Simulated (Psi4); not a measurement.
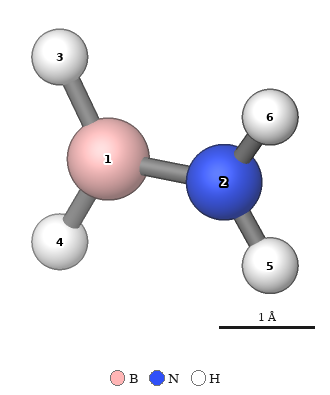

**Figure 1.** The starting structure (ball-and-stick view, seen at a tilt; atoms are numbered from 1 in the order of the input).

**Geometry relaxation of BNH$_{4}$ (part 1 of 4)**

The run: geometry relaxation of BNH$_{4}$, SMILES BN. Method and program: TPSS/aug-cc-pVDZ, RKS (Psi4 1.11).

The geometry comes from this level: PBE0-D4/def2-TZVP.

### The input (bh4n.py)
```python
import psi4

psi4.set_memory('1600 MB')
psi4.set_num_threads(1)
psi4.core.set_output_file('psi4.out', False)

molecule = psi4.geometry("""
0 1
B     -0.128200    -0.679600    -0.025600
N      0.146100     0.677400     0.010800
H      0.225800    -1.368000     0.887500
H     -0.712000    -1.128700    -0.969200
H     -0.121600     1.313700    -0.720800
H      0.632000     1.121400     0.771300
symmetry c1
""")

psi4.set_options({
    'geom_maxiter': 60,
})

E, wfn = psi4.optimize("tpss/aug-cc-pVDZ", return_wfn=True)
print(f'tpss/aug-cc-pVDZ energy: {E:.10f} Eh')
molecule.save_xyz_file('final.xyz', False)
```

Launched with:
```bash
python bh4n.py
```

### Output
```
gradient() will perform analytic gradient computation.

   => Loading Basis Set <=

    Name: AUG-CC-PVDZ
    Role: ORBITAL
    Keyword: BASIS

         ---------------------------------------------------------
                                   SCF
                              RKS Reference
                        1 Threads,   1525 MiB Core
         ---------------------------------------------------------

  ==> Geometry <==

    Molecular point group: c1
    Full point group: C1

    Geometry (in Angstrom), charge = 0, multiplicity = 1:

       Center              X                  Y                   Z               Mass
    ------------   -----------------  -----------------  -----------------  -----------------
         B           -0.150884644032    -0.746453663855    -0.020020501748    11.009305360000
         N            0.123415355968     0.610546336145     0.016379498252    14.003074004430
         H            0.203115355968    -1.434853663855     0.893079498252     1.007825032230
         H           -0.734684644032    -1.195553663855    -0.963620501748     1.007825032230
         H           -0.144284644032     1.246846336145    -0.715220501748     1.007825032230
         H            0.609315355968     1.054546336145     0.776879498252     1.007825032230

  Running in c1 symmetry.

  Rotational constants: A =      4.63645  B =      0.92433  C =      0.77069 [cm^-1]
  Rotational constants: A = 138997.27363  B =  27710.84607  C =  23104.64580 [MHz]
  Nuclear repulsion =   32.316093047941223

  Charge       = 0
  Multiplicity = 1
  Electrons    = 16
  Nalpha       = 8
  Nbeta        = 8

  ==> Algorithm <==

  SCF Algorithm Type is DF.
  DIIS enabled.
  MOM disabled.
  Fractional occupation disabled.
  Guess Type is SAD.
  Energy threshold   = 1.00e-08
  Density threshold  = 1.00e-08
  Integral threshold = 1.00e-12

  ==> Primary Basis <==

  Basis Set: AUG-CC-PVDZ
    Blend: AUG-CC-PVDZ
    Number of shells: 38
    Number of basis functions: 82
    Number of Cartesian functions: 86
    Spherical Harmonics?: true
    Max angular momentum: 2

  ==> DFT Potential <==

   => LibXC <=

    Version 7.1.2

   => Composite Functional: TPSS <=

    TPSS Meta-GGA XC Functional

    Deriv               =              1
    GGA                 =           TRUE
    Meta                =           TRUE

    Exchange Hybrid     =          FALSE
    MP2 Hybrid          =          FALSE

   => Exchange Functionals <=

    1.0000   XC_MGGA_X_TPSS

   => Correlation Functionals <=

    1.0000   XC_MGGA_C_TPSS

   => LibXC Density Thresholds  <==

    XC_MGGA_C_TPSS:  1.00E-15
    XC_MGGA_X_TPSS:  1.00E-15

   => Molecular Quadrature <=

    Radial Scheme          =       TREUTLER
    Pruning Scheme         =           NONE
    Nuclear Scheme         =       TREUTLER

    Blocking Scheme        =         OCTREE
    BS radius alpha        =              1
    Pruning alpha          =              1
    Radial Points          =             75
    Spherical Points       =            302
    Total Points           =         131724
    Total Blocks           =           1041
    Max Points             =            254
    Max Functions          =             82
    Weights Tolerance      =       1.00E-15

   => Loading Basis Set <=

    Name: (AUG-CC-PVDZ AUX)
    Role: JKFIT
    Keyword: DF_BASIS_SCF

  ==> Integral Setup <==

  DFHelper Memory: AOs need 0.017 GiB; user supplied 0.337 GiB.
  SCF_SUBTYPE=INCORE selected. In-core MEM_DF algorithm will be used.
  Using in-core AOs.

  ==> MemDFJK: Density-Fitted J/K Matrices <==

    J tasked:                   Yes
    K tasked:                    No
    wK tasked:                   No
    Memory [MiB]:               345
    Algorithm:                 Core
    Schwarz Cutoff:           1E-12
    Mask sparsity (%):       0.0000
    Fitting Condition:        1E-10

   => Auxiliary Basis Set <=

  Basis Set: (AUG-CC-PVDZ AUX)
    Blend: AUG-CC-PVDZ-JKFIT
    Number of shells: 104
    Number of basis functions: 300
    Number of Cartesian functions: 342
    Spherical Harmonics?: true
    Max angular momentum: 3

  Cached 100.0% of DFT collocation blocks in 0.780 [GiB].

  Minimum eigenvalue in the overlap matrix is 1.8910886887E-04.
  Reciprocal condition number of the overlap matrix is 2.0836646921E-05.
    Using symmetric orthogonalization.

  ==> Pre-Iterations <==

  SCF Guess: Superposition of Atomic Densities via on-the-fly atomic UHF (no occupation information).

   -------------------------
    Irrep   Nso     Nmo
   -------------------------
     A         82      82
   -------------------------
    Total      82      82
   -------------------------

  ==> Iterations <==

                           Total Energy        Delta E     RMS |[F,P]|

   @DF-RKS iter SAD:   -81.42829258494569   -8.14283e+01   0.00000e+00
   @DF-RKS iter   1:   -81.69864726287162   -2.70355e-01   1.07269e-02 ADIIS/DIIS
   @DF-RKS iter   2:   -80.78972191976395    9.08925e-01   1.76696e-02 ADIIS/DIIS
   @DF-RKS iter   3:   -82.04929890019436   -1.25958e+00   1.85965e-03 ADIIS/DIIS
   @DF-RKS iter   4:   -82.05758765883807   -8.28876e-03   1.34527e-03 ADIIS/DIIS
   @DF-RKS iter   5:   -82.06531861842303   -7.73096e-03   9.15712e-05 DIIS
   @DF-RKS iter   6:   -82.06535711217286   -3.84937e-05   1.21361e-05 DIIS
   @DF-RKS iter   7:   -82.06535804626978   -9.34097e-07   9.47299e-07 DIIS
   @DF-RKS iter   8:   -82.06535805017907   -3.90929e-09   1.65855e-07 DIIS
   @DF-RKS iter   9:   -82.06535805029027   -1.11200e-10   1.32421e-08 DIIS
   @DF-RKS iter  10:   -82.06535805029108   -8.10019e-13   1.36820e-09 DIIS
  Energy and wave function converged.

  ==> Post-Iterations <==

   Electrons on quadrature grid:
      Ntotal   =   16.0000011443 ; deviation = 1.144e-06

    Orbital Energies [Eh]
    ---------------------

    Doubly Occupied:

       1A    -14.122888     2A     -6.580950     3A     -0.818448
       4A     -0.483700     5A     -0.474042     6A     -0.354689
       7A     -0.285207     8A     -0.270290

    Virtual:

       9A     -0.022130    10A     -0.017856    11A      0.013818
      12A      0.024231    13A      0.041084    14A      0.050768
      15A      0.051736    16A      0.073991    17A      0.087721
      18A      0.098268    19A      0.115457    20A      0.138318
      21A      0.144887    22A      0.156218    23A      0.166024
      24A      0.181062    25A      0.194507    26A      0.231837
      27A      0.266561    28A      0.268151    29A      0.295044
      30A      0.309537    31A      0.337080    32A      0.356377
      33A      0.357916    34A      0.383395    35A      0.383883
      36A      0.404332    37A      0.419398    38A      0.435957
      39A      0.445286    40A      0.472651    41A      0.482551
      42A      0.498927    43A      0.519018    44A      0.539377
      45A      0.602902    46A      0.639901    47A      0.661448
      48A      0.663091    49A      0.753162    50A      0.753938
      51A      0.794819    52A      0.966466    53A      0.981750
      54A      1.016918    55A      1.032583    56A      1.053697
      57A      1.084983    58A      1.137525    59A      1.194454
      60A      1.297500    61A      1.456336    62A      1.481887
      63A      1.711558    64A      1.726449    65A      1.738790
      66A      1.823068    67A      1.853801    68A      1.948784
      69A      2.000724    70A      2.018026    71A      2.101122
      72A      2.111965    73A      2.170935    74A      2.202046
      75A      2.353707    76A      2.388438    77A      2.406218
      78A      2.558629    79A      2.697259    80A      2.855643
      81A      3.028282    82A      3.252627

    Final Occupation by Irrep:
              A
    DOCC [     8 ]
    NA   [     8 ]
    NB   [     8 ]

  @DF-RKS Final Energy:   -82.06535805029108

   => Energetics <=

    Nuclear Repulsion Energy =             32.3160930479412229
    One-Electron Energy =                -173.4008865603463505
    Two-Electron Energy =                  71.5199943839824499
    DFT Exchange-Correlation Energy =     -12.5005589218684108
    Empirical Dispersion Energy =           0.0000000000000000
    VV10 Nonlocal Energy =                  0.0000000000000000
    Total Energy =                        -82.0653580502910813

Computation Completed

Properties will be evaluated at   0.000000,   0.000000,   0.000000 [a0]

Properties computed using the SCF density matrix

 Multipole Moments:

 ------------------------------------------------------------------------------------
     Multipole            Electronic (a.u.)      Nuclear  (a.u.)        Total (a.u.)
 ------------------------------------------------------------------------------------

 L = 1.  Multiply by 2.5417464519 to convert [e a0] to [Debye]
 Dipole X            :          0.0720682            0.0811556            0.1532238
 Dipole Y            :          0.3568857            0.4016450            0.7585307
 Dipole Z            :          0.0096031            0.0107185            0.0203216
 Magnitude           :                                                    0.7741184

 ------------------------------------------------------------------------------------

	total time  =         17 seconds =       0.28 minutes

         ------------------------------------------------------------
                                   SCF GRAD
         ------------------------------------------------------------

  ==> Geometry <==

    Molecular point group: c1
    Full point group: C1

    Geometry (in Angstrom), charge = 0, multiplicity = 1:

       Center              X                  Y                   Z               Mass
    ------------   -----------------  -----------------  -----------------  -----------------
         B           -0.150884644032    -0.746453663855    -0.020020501748    11.009305360000
         N            0.123415355968     0.610546336145     0.016379498252    14.003074004430
         H            0.203115355968    -1.434853663855     0.893079498252     1.007825032230
         H           -0.734684644032    -1.195553663855    -0.963620501748     1.007825032230
         H           -0.144284644032     1.246846336145    -0.715220501748     1.007825032230
         H            0.609315355968     1.054546336145     0.776879498252     1.007825032230

  Nuclear repulsion =   32.316093047941223

  ==> Basis Set <==

  Basis Set: AUG-CC-PVDZ
    Blend: AUG-CC-PVDZ
    Number of shells: 38
    Number of basis functions: 82
    Number of Cartesian functions: 86
    Spherical Harmonics?: true
    Max angular momentum: 2

  ==> DFJKGrad: Density-Fitted SCF Gradients <==

    Gradient:                    1
    J tasked:                  Yes
    K tasked:                   No
    wK tasked:                  No
    Integrals threads:           1
    Memory [MiB]:             1144
    Schwarz Cutoff:          1E-12
    Fitting Condition:       1E-10

   => Auxiliary Basis Set <=

  Basis Set: (AUG-CC-PVDZ AUX)
    Blend: AUG-CC-PVDZ-JKFIT
    Number of shells: 104
    Number of basis functions: 300
    Number of Cartesian functions: 342
    Spherical Harmonics?: true
    Max angular momentum: 3

   => Molecular Quadrature <=

    Radial Scheme          =       TREUTLER
    Pruning Scheme         =           NONE
    Nuclear Scheme         =       TREUTLER

    Blocking Scheme        =         OCTREE
    BS radius alpha        =              1
    Pruning alpha          =              1
    Radial Points          =             75
    Spherical Points       =            302
    Total Points           =         131724
    Total Blocks           =           1041
    Max Points             =            254
    Max Functions          =             82
    Weights Tolerance      =       1.00E-15

  -Total Gradient:
     Atom            X                  Y                   Z
    ------   -----------------  -----------------  -----------------
       1        0.002062288697     0.010282205483     0.000262279983
       2       -0.000402887108    -0.002191637364     0.000008647615
       3       -0.001066426993     0.001359439575    -0.002503879034
       4        0.001494222960     0.000707919435     0.002567445465
       5        0.002209534603    -0.005900579073     0.006269398726
       6       -0.004301434182    -0.004280571750    -0.006604515983

	total time  =          2 seconds =       0.03 minutes

    			-----------------------------------------

    			 OPTKING 3.0: for geometry optimizations

    			        with contributions from

    			-----------------------------------------

	                            ===> Fragment 1 <==

	 Z (Atomic Numbers)          Masses                          Geom
	       5.000000            11.009305         -0.28513065 -1.41059299 -0.03783327
	       7.000000            14.003074          0.23322122  1.15376536  0.03095277
	       1.000000             1.007825          0.38383239 -2.71148045  1.68767566
	       1.000000             1.007825         -1.38835277 -2.25926899 -1.82097884
	       1.000000             1.007825         -0.27265846  2.35619810 -1.35157087
	       1.000000             1.007825          1.15143915  1.99280376  1.46808948

	 - Coordinate -           - BOHR/RAD -       - ANG/DEG -
	 R(1,2)           =         2.617127           1.384924
	 R(1,3)           =         2.262123           1.197064
	 R(1,4)           =         2.262069           1.197036
	 R(2,5)           =         1.900824           1.005873
	 R(2,6)           =         1.900650           1.005781
	 B(1,2,5)         =         2.150771         123.230086
	 B(1,2,6)         =         2.150894         123.237138
	 B(2,1,3)         =         2.076998         119.003229
	 B(2,1,4)         =         2.077075         119.007630
	 B(3,1,4)         =         2.129112         121.989141
	 B(5,2,6)         =         1.981521         113.532776
	 D(3,1,2,5)       =         3.141593         180.000000
	 D(3,1,2,6)       =        -0.000142          -0.008119
	 D(4,1,2,5)       =         0.000094           0.005391
	 D(4,1,2,6)       =         3.141555         179.997821

	        --- Internal Coordinate Step in ANG or DEG, aJ/ANG or AJ/DEG ---
	-------------------------------------------------------------------------------
	           Coordinate      Previous         Force          Change          New
	           ----------      --------        ------          ------        ------
	               R(1,2)       1.38492        0.10392        0.01382       1.39875
	               R(1,3)       1.19706        0.02479        0.00638       1.20344
	               R(1,4)       1.19704        0.02488        0.00640       1.20344
	               R(2,5)       1.00587        0.07315        0.01005       1.01592
	               R(2,6)       1.00578        0.07381        0.01014       1.01592
	             B(1,2,5)     123.23009        0.00002        0.08493     123.31502
	             B(1,2,6)     123.23714        0.00002        0.08111     123.31825
	             B(2,1,3)     119.00323       -0.00003       -0.12183     118.88140
	             B(2,1,4)     119.00763       -0.00003       -0.12509     118.88254
	             B(3,1,4)     121.98914        0.00005        0.24691     122.23605
	             B(5,2,6)     113.53278       -0.00004       -0.16604     113.36673
	           D(3,1,2,5)     180.00000        0.00000        0.00511     180.00511
	           D(3,1,2,6)      -0.00812        0.00000        0.00897       0.00085
	           D(4,1,2,5)       0.00539       -0.00000       -0.00628      -0.00089
	           D(4,1,2,6)     179.99782       -0.00000       -0.00297     179.99485
	-------------------------------------------------------------------------------

	                                 ==> Convergence Check <==

	Measures of convergence in internal coordinates in au.

	Criteria marked as inactive (o), active & met (*), and active & unmet ( ).

	----------------------------------------------------------------------------------------------~
	   Step    Total Energy     Delta E     Max Force     RMS Force      Max Disp      RMS Disp   ~
	----------------------------------------------------------------------------------------------~
	  Convergence Criteria     1.00e-06 *    3.00e-04 *             o    1.20e-03 *             o~
	----------------------------------------------------------------------------------------------~
	     1     -82.06535805   -8.21e+01      1.26e-02      4.74e-03 o    2.61e-02      1.08e-02 o  ~
	----------------------------------------------------------------------------------------------

Next Geometry in Ang
	Fragment 1 (Ang)

	    B  -0.1525894591  -0.7551746094  -0.0202756261
	    N   0.1243771246   0.6153846753   0.0164875239
	    H   0.2042260252  -1.4451527700   0.8989040478
	    H  -0.7396892186  -1.2042934280  -0.9699449497
	    H  -0.1453999778   1.2591654746  -0.7216632781
	    H   0.6150676416   1.0651486744   0.7839692718

    Structure for next step:
    Molecular point group: c1
    Full point group: C1

    Geometry (in Angstrom), charge = 0, multiplicity = 1:

    B           -0.152432720973    -0.754336322265    -0.020236106264
    N            0.124533862699     0.616222962455     0.016527043699
    H            0.204382763307    -1.444314482810     0.898943567616
    H           -0.739532480484    -1.203455140807    -0.969905429876
    H           -0.145243239693     1.260003761758    -0.721623758223
    H            0.615224379698     1.065986961593     0.784008791609

gradient() will perform analytic gradient computation.

  ==> Geometry <==

    Molecular point group: c1
    Full point group: C1

    Geometry (in Angstrom), charge = 0, multiplicity = 1:
```
